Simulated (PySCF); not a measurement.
Vertical excitations of a molecule CH₅ClOSi from TDA-CAM-B3LYP/def2-SVPD (PySCF), as energy in eV (oscillator strength): 7.73 (0.009), 7.79 (0.021), 8.05 (0.001), 8.14 (0.032), 8.33 (0.037), 8.47 (0.050), 8.57 (0.016), 8.68 (0.019), 8.88 (0.017), 8.98 (0.032). Lowest triplet (TDA): 7.29 eV. Geometry optimised at PBE-D3(BJ)/def2-SVP. The values are those of a single conformer.

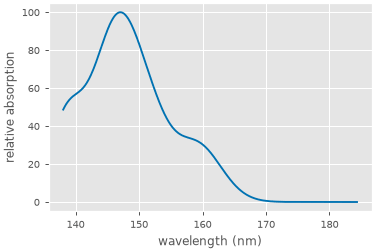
Fig. 1. The lines broadened by 0.4 eV.

Q: Which molecule gave these data?
A. C[Si@H](O)Cl
B. CO[SiH2]Cl
C. OC[SiH2]Cl

A: B, CO[SiH2]Cl
